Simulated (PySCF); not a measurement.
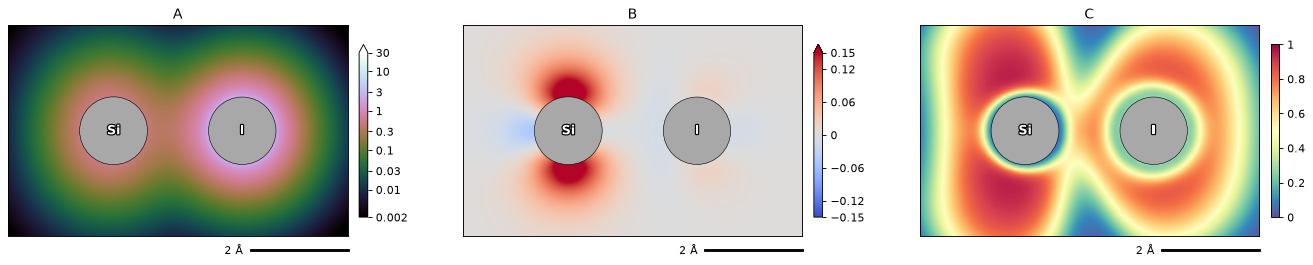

SiI (charge −1, triplet): 3 fields on a plane that holds the molecular axis, with unlabelled colour scales. Grey discs cover the atomic cores.

Core potentials replace the inner electrons of I.

All numbers below come from PySCF, PBE0/def2-TZVPPD, non-relativistic Hamiltonian with scalar-relativistic core potentials where named, at a bond length of 2.655 Å.

> Which field does each panel show? The fields are: electron density, electron localisation function and spin density.

Panel A: electron density. Panel B: spin density (confined to the atoms that carry the unpaired spin). Panel C: electron localisation function. From the grid: Si–I (2.65 Å): ρ at the midpoint is about 0.43 e/Å³, with its minimum of 0.36 e/Å³ about 1.0 Å from Si; the ELF peaks at about 0.75 between the atoms.
